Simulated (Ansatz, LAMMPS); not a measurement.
# Glassy 71SiO2-12Al2O3-8ZnO-8Li2O (mol %) (152 atoms): a short ab initio trajectory

How do the atoms of glassy 71SiO2-12Al2O3-8ZnO-8Li2O (mol %) (152 atoms) move, and what local order do they keep?

Calculated with Ansatz 0.2.0; Kohn-Sham DFT, PBE, PAW (set soft_2), plane waves.

### Step 1. The starting structure

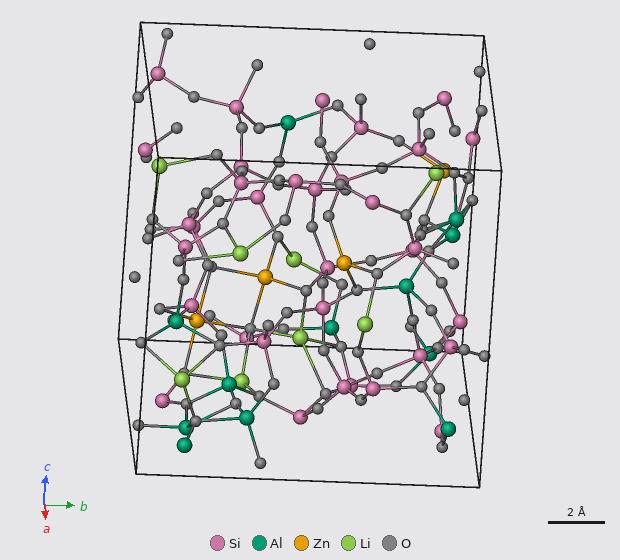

Start, viewed slightly off an axis; silicon pink, aluminium teal, zinc orange, lithium green, oxygen grey. Bonds to atoms that aren't drawn are left out. Some periodic images of atoms are drawn too.

The cell holds 152 atoms: 34 Si, 12 Al, 4 Zn, 8 Li and 94 O. Its edges and angles: a = 12.466 Å, b = 12.466 Å, c = 12.466 Å, α = 90.0°, β = 90.0°, γ = 90.0°. 152 atoms (34 Si, 12 Al, 4 Zn, 8 Li, 94 O) placed at random at 2.52 g/cm³, melted at 4000 K for 10 ps at fixed volume with the Morse and Coulomb pair potential with partial charges (Pedone, Malavasi, Menziani, Cormack and Segre, J. Phys. Chem. B 110, 11780 (2006)). Quenched from 4000 K to 300 K at 50 K/ps and fixed volume, held 10 ps at zero pressure.

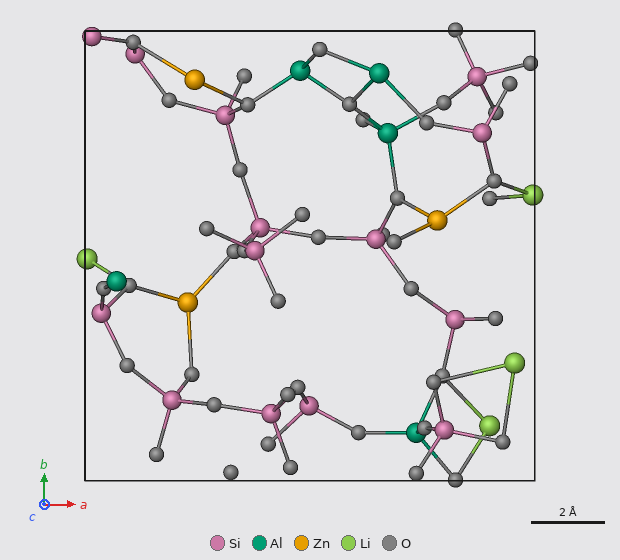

A slice 6 Å thick through the middle of the cell. Bonds to atoms that aren't drawn are left out.

What the set-up can't give: The quench rate of 50 K/ps is many orders above laboratory rates, so the cell is likely richer in defects and strain than a real sample. The network of bonds at the start is that of the classical potential that made the cell. The Brillouin zone is sampled at Γ only, in a cell whose shortest periodic width is 12 Å.

### Step 2. Dynamics started at 400 K

A Nosé–Hoover thermostat steers the temperature while disturbing the dynamics little. The time step is 1.0 fs.

Input file input.yaml:

```yaml
crystal:
  lattice:
    - [12.46647, 0.0, 0.0]
    - [0.0, 12.46647, 0.0]
    - [0.0, 0.0, 12.46647]
  atoms:
    - { symbol: Si, position: [0.59564, 0.83334, 0.23695] }
    - { symbol: Si, position: [0.45562, 0.1047, 0.00384] }
    - { symbol: Si, position: [0.1294, 0.05077, 0.89526] }
    - { symbol: Si, position: [0.52578, 0.50307, 0.99911] }
    [... 142 atom lines left out ...]
    - { symbol: O, position: [0.07843, 0.58334, 0.79585] }
    - { symbol: O, position: [0.51885, 0.54141, 0.42129] }
    - { symbol: O, position: [0.82368, 0.00204, 0.3402] }
    - { symbol: O, position: [0.96808, 0.38376, 0.80476] }
    - { symbol: O, position: [0.23397, 0.62991, 0.10243] }
    - { symbol: O, position: [0.75458, 0.11735, 0.51481] }
kpoints:
  mp_grid: { grid: [1, 1, 1] }
hamiltonian:
  xc: pbe
scf:
  occupations: { method: fixed }
output:
  forces: true
  stress: true
md:
  timestep: 1.0
  n_steps: 84
  ensemble: nvt_nose_hoover
  temperature: 400
  initial_velocities: maxwell_boltzmann
  seed: 3435
```

On the command line:

```
$ ansatz run input.yaml --threads 4 --pin off --max-ram 8192MiB --backend cpu --events-out ev --progress --plain --runs-dir out
```

The job ended after 35 min (4 threads of Intel Xeon Platinum 8488C (Sapphire Rapids), shared host; peak memory 3.1 GiB).

The program notes that the SCF threshold is loose for the stress and it switched symmetry off.

Rows from the run:

| time (fs) | T (K) | potential (meV/atom) | conserved (meV/atom) |
| --- | --- | --- | --- |
| 0.0 | 400 | 0.0 | 0.00 |
| 6.0 | 542 | -18.4 | -0.13 |
| 11.0 | 593 | -25.0 | -0.11 |
| 17.0 | 554 | -20.4 | -0.08 |
| 22.0 | 519 | -16.4 | -0.10 |
| 28.0 | 438 | -6.6 | -0.04 |
| 34.0 | 463 | -10.4 | -0.07 |
| 39.0 | 510 | -17.1 | -0.10 |
| 45.0 | 500 | -16.7 | -0.08 |
| 50.0 | 489 | -16.0 | -0.08 |
| 56.0 | 498 | -18.0 | -0.08 |
| 62.0 | 519 | -21.8 | -0.10 |
| 67.0 | 507 | -21.1 | -0.08 |
| 73.0 | 518 | -23.6 | -0.10 |
| 78.0 | 501 | -22.3 | -0.10 |
| 84.0 | 467 | -18.7 | -0.09 |

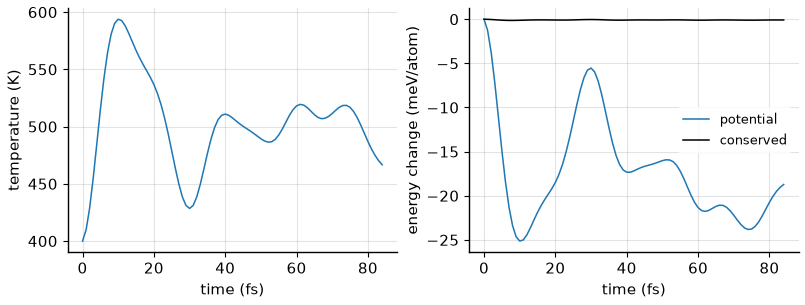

Temperature and energies against time.

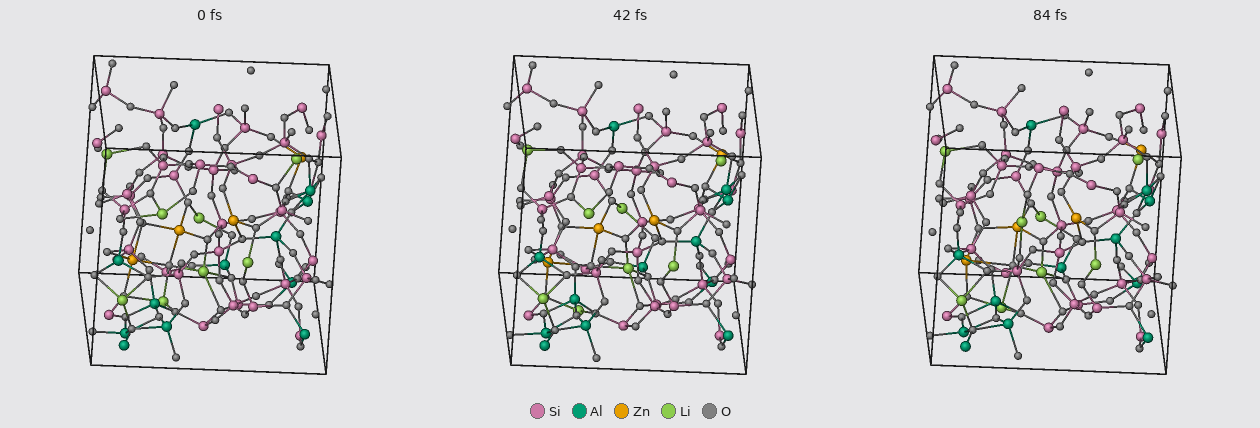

3 frames of the run. Bonds to atoms that aren't drawn are left out.

Mean square displacement from the first frame to the last: Si 0.038 Å², Al 0.063 Å², Zn 0.087 Å², Li 0.45 Å², O 0.076 Å².

Table of mean square displacement by time lag:

| time lag (fs) | Al (Å²) | Li (Å²) | O (Å²) | Si (Å²) | Zn (Å²) |
| --- | --- | --- | --- | --- | --- |
| 5 | 0.00133 | 0.00493 | 0.00189 | 0.00120 | 5.6e-4 |
| 10 | 0.00496 | 0.0187 | 0.00677 | 0.00428 | 0.00214 |
| 15 | 0.0102 | 0.0399 | 0.0133 | 0.00831 | 0.00468 |
| 20 | 0.0161 | 0.0666 | 0.0200 | 0.0123 | 0.00808 |
| 25 | 0.0216 | 0.0966 | 0.0263 | 0.0157 | 0.0122 |
| 30 | 0.0261 | 0.128 | 0.0320 | 0.0185 | 0.0171 |
| 35 | 0.0295 | 0.159 | 0.0375 | 0.0209 | 0.0225 |
| 40 | 0.0321 | 0.188 | 0.0429 | 0.0231 | 0.0284 |

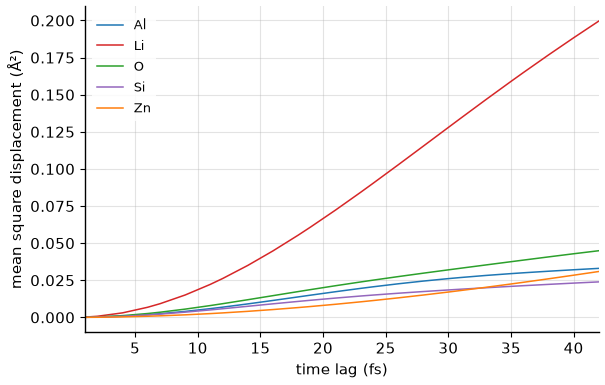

Mean square displacement against time lag.

Over the second half of 84 fs the temperature averages 502 K with swings of 14 K r.m.s. The conserved energy stays within 0.14 meV/atom. From first frame to last Li has the largest mean square displacement, 0.45 Å² at the end; the farthest move is 1.57 Å. The mean temperature of 502 K lies well off the 400 K of the input, so the thermostat hasn't yet brought the run to equilibrium. The count of bonds goes from 230 in the first frame to 230 in the last, by one set of cutoffs: 3 pairs passed out of them and 3 came within. The run spans 0.08 ps, too short for its means to be equilibrium values.

### Step 3. Local order late in the run

The g(r) is a mean over the second half; what follows it is taken at the last frame.

Density 2.66 g/cm³, 12.75 Å³ an atom.

Mean of 16 frames. g(r), total and by pair (bins of 0.2 Å):

| r (Å) | total | O-O | O-Si | O-Al | O-Li | O-Zn | Si-Si |
| --- | --- | --- | --- | --- | --- | --- | --- |
| 1.50 | 0.84 | 0.00 | 3.04 | 0.00 | 0.00 | 0.00 | 0.00 |
| 1.70 | 3.23 | 0.00 | 9.12 | 6.83 | 0.59 | 0.12 | 0.00 |
| 1.90 | 0.73 | 0.00 | 0.10 | 3.44 | 3.33 | 4.44 | 0.00 |
| 2.10 | 0.25 | 0.00 | 0.00 | 0.39 | 2.22 | 2.17 | 0.00 |
| 2.30 | 0.10 | 0.04 | 0.00 | 0.00 | 1.05 | 0.61 | 0.00 |
| 2.50 | 0.71 | 1.67 | 0.00 | 0.01 | 0.35 | 0.43 | 0.00 |
| 2.70 | 1.52 | 3.59 | 0.00 | 0.12 | 0.32 | 0.86 | 0.08 |
| 2.90 | 0.93 | 1.64 | 0.10 | 0.26 | 0.30 | 0.58 | 1.55 |
| 3.10 | 1.04 | 0.85 | 0.41 | 0.31 | 0.39 | 0.32 | 3.96 |
| 3.30 | 0.89 | 0.69 | 0.75 | 0.63 | 1.36 | 0.49 | 1.03 |
| 3.50 | 0.83 | 0.72 | 1.16 | 0.60 | 1.06 | 1.25 | 0.03 |
| 3.70 | 0.96 | 0.73 | 1.37 | 1.23 | 1.27 | 1.50 | 0.23 |
| 3.90 | 0.99 | 0.52 | 1.58 | 1.64 | 1.21 | 1.21 | 0.66 |
| 4.10 | 1.23 | 0.68 | 1.93 | 2.01 | 1.52 | 1.05 | 1.06 |
| 4.30 | 1.23 | 0.86 | 1.60 | 2.07 | 1.18 | 1.33 | 1.13 |
| 4.50 | 1.02 | 0.97 | 0.88 | 1.25 | 1.14 | 1.56 | 1.24 |
| 4.70 | 0.90 | 1.14 | 0.72 | 0.67 | 0.73 | 1.02 | 0.86 |
| 4.90 | 1.02 | 1.41 | 0.62 | 0.49 | 0.66 | 0.60 | 1.30 |
| 5.10 | 1.08 | 1.44 | 0.74 | 0.55 | 0.85 | 0.77 | 1.45 |
| 5.30 | 1.06 | 1.31 | 0.88 | 0.79 | 0.85 | 0.68 | 1.27 |
| 5.50 | 0.95 | 0.99 | 0.95 | 0.66 | 0.91 | 0.86 | 1.05 |
| 5.70 | 0.96 | 0.94 | 0.96 | 0.80 | 0.97 | 0.56 | 1.03 |
| 5.90 | 0.92 | 0.77 | 1.01 | 1.05 | 1.09 | 0.73 | 0.95 |
| 6.10 | 0.97 | 0.78 | 1.18 | 1.23 | 1.10 | 1.17 | 0.68 |

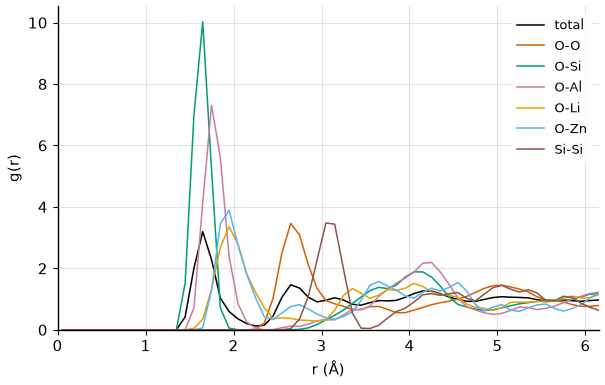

Pair distribution functions, lightly smoothed.

Bonds by pair of elements; cutoffs follow the first minimum of g(r), held within bounds set by covalent radii, and pairs that aren't listed don't count as bonded:

| pair A-B | cutoff (Å) | bonds | mean length (Å) | spread (Å) | shortest (Å) | B about A | A about B |
| --- | --- | --- | --- | --- | --- | --- | --- |
| O-Si | 2.16 | 136 | 1.64 | 0.049 | 1.54 | 1.45 | 4 |
| O-Al | 2.38 | 50 | 1.80 | 0.096 | 1.65 | 0.532 | 4.17 |
| O-Li | 2.48 | 30 | 2.03 | 0.198 | 1.64 | 0.319 | 3.75 |
| O-Zn | 2.43 | 14 | 1.99 | 0.15 | 1.76 | 0.149 | 3.5 |

How many atoms have how many bonded neighbours:

| element | mean | 2 | 3 | 4 | 5 |
| --- | --- | --- | --- | --- | --- |
| Al | 4.17 | 0 | 0 | 10 | 2 |
| Li | 3.75 | 1 | 1 | 5 | 1 |
| O | 2.45 | 54 | 38 | 2 | 0 |
| Si | 4 | 0 | 0 | 34 | 0 |
| Zn | 3.5 | 0 | 2 | 2 | 0 |

Bond angles, per cent of each kind in bins of 5°:

| angle (°) | O-Si-O | O-Al-O | Si-O-Si | O-Li-O | Al-O-Si |
| --- | --- | --- | --- | --- | --- |
| 65–70 | 0.0 | 0.0 | 0.0 | 2.3 | 0.0 |
| 70–75 | 0.0 | 0.0 | 0.0 | 9.1 | 0.0 |
| 75–80 | 0.0 | 2.5 | 0.0 | 4.5 | 0.0 |
| 80–85 | 0.0 | 6.2 | 0.0 | 4.5 | 0.0 |
| 85–90 | 0.0 | 6.2 | 0.0 | 9.1 | 0.0 |
| 90–95 | 1.0 | 2.5 | 0.0 | 6.8 | 0.0 |
| 95–100 | 6.9 | 5.0 | 0.0 | 4.5 | 0.0 |
| 100–105 | 17.6 | 17.5 | 0.0 | 9.1 | 2.5 |
| 105–110 | 28.9 | 17.5 | 0.0 | 6.8 | 0.0 |
| 110–115 | 23.0 | 18.8 | 2.1 | 4.5 | 2.5 |
| 115–120 | 16.7 | 10.0 | 4.3 | 9.1 | 7.5 |
| 120–125 | 5.4 | 3.8 | 12.8 | 0.0 | 12.5 |
| 125–130 | 0.0 | 3.8 | 10.6 | 9.1 | 10.0 |
| 130–135 | 0.5 | 0.0 | 10.6 | 0.0 | 10.0 |
| 135–140 | 0.0 | 1.2 | 12.8 | 6.8 | 10.0 |
| 140–145 | 0.0 | 0.0 | 17.0 | 2.3 | 15.0 |
| 145–150 | 0.0 | 1.2 | 6.4 | 2.3 | 12.5 |
| 150–155 | 0.0 | 1.2 | 4.3 | 2.3 | 7.5 |
| 155–160 | 0.0 | 1.2 | 8.5 | 4.5 | 5.0 |
| 160–165 | 0.0 | 1.2 | 4.3 | 0.0 | 2.5 |
| 165–170 | 0.0 | 0.0 | 4.3 | 2.3 | 2.5 |
| 170–175 | 0.0 | 0.0 | 2.1 | 0.0 | 0.0 |

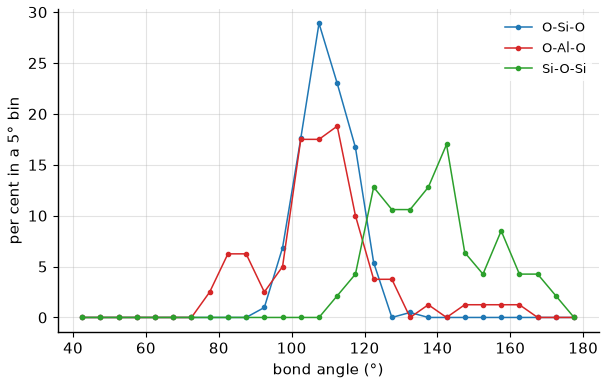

Distributions of the most common bond angles.

Bond angles (no mean is given where the spread exceeds 20°):

| angle | count | mean (°) | spread (°) |
| --- | --- | --- | --- |
| O-Si-O | 204 | 109 | 6.5 |
| O-Al-O | 80 | 108 | 16.2 |
| Si-O-Si | 47 | 140 | 14.6 |
| O-Li-O | 44 | - | - |
| Al-O-Si | 40 | 136 | 14.3 |

Oxygen atoms by the number of network formers (Si, P, Ge, B, Al, As, Ga) bound to them:

| network formers bound to O | O atoms | per cent |
| --- | --- | --- |
| 0 | 0 | 0 |
| 1 | 10 | 10.6 |
| 2 | 76 | 80.9 |
| 3 | 8 | 8.5 |

Network units: each former by its oxygen neighbours and how many of them bridge to another former:

| former | O neighbours | bridging O | atoms |
| --- | --- | --- | --- |
| Si | 4 | 3 | 10 |
| Si | 4 | 4 | 24 |
| Al | 4 | 4 | 10 |
| Al | 5 | 5 | 2 |

Bond length by coordination (bonds to H left out):

| element | coordination | atoms | mean bond length (Å) |
| --- | --- | --- | --- |
| Al | 4 | 10 | 1.78 |
| Al | 5 | 2 | 1.86 |
| Li | 2 | 1 | 1.73 |
| Li | 3 | 1 | 1.99 |
| Li | 4 | 5 | 2.06 |
| Li | 5 | 1 | 2.07 |
| O | 2 | 54 | 1.65 |
| O | 3 | 38 | 1.83 |
| O | 4 | 2 | 1.96 |
| Zn | 3 | 2 | 1.94 |
| Zn | 4 | 2 | 2.03 |

Rings of the network by King's shortest-path rule, up to 12 atoms, one path for each pair of neighbours; H, halogens, alkali and alkaline-earth atoms are left out, and the last column divides by all other atoms, bonded or not:

| ring size (atoms) | rings | per network atom |
| --- | --- | --- |
| 4 | 3 | 0.021 |
| 6 | 6 | 0.042 |
| 8 | 13 | 0.09 |
| 10 | 33 | 0.229 |
| 12 | 41 | 0.285 |

For some of the pairs, g(r) has its first main peak near 2.7 Å (O-O), 1.6 Å (O-Si), 1.8 Å (O-Al), 2.0 Å (O-Li), 1.9 Å (O-Zn) and 3.1 Å (Si-Si). Counting bonds as in the table, 83 % of Al atoms have 4, 62 % of Li atoms have 4, 57 % of O atoms have 2 and all Si atoms have 4 bonded neighbours. The O-Si-O angle averages 109° with a spread of 6°. Counting bonds to Si and Al alone, not to Zn, 81 % of the oxygens join two of these atoms and 11 % one; 8 % join three. The commonest Si unit has 4 oxygens, 4 of them shared with other formers (24 of 34 atoms). Rings of 12 atoms are the most common (43 % of those counted); sizes run from 4 to 12, where the search stops.

(Continued in part 2 of 2.)

[Logs are printed without paths, hosts, clocks, repeated set-up lines and the standing remarks that a program may print on its own settings, such as how far it seeks lower states.]

[Hosts, paths, dates, database ids (printed as entryN), source tags and the programs' standing remarks are cut or masked in the printed files.]
